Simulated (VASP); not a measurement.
Band structure of PbSe (rock salt). Calculation: rev-vdW-DF2, VASP's PBE PAW potentials (set 64) (plane waves; VASP).

Unless said otherwise, spin-orbit coupling is left out, though it shifts the bands of the heavy elements here.

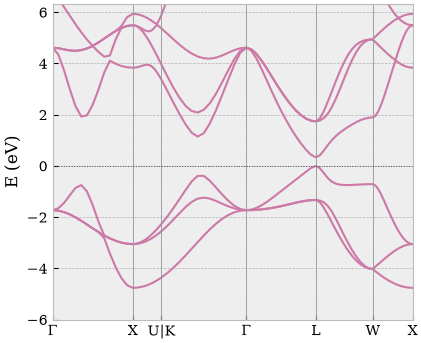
Figure: Bands along high-symmetry lines, zero at the valence-band maximum or, without a gap, the Fermi level

Q: Read the plot: is there a gap, and where are the band edges?

A: The gap is direct, 0.34 eV, from the valence maximum at L to the conduction minimum at L. (Edges off the drawn lines would not show.)

The compound is PbSe in the rock salt structure. It was relaxed first.
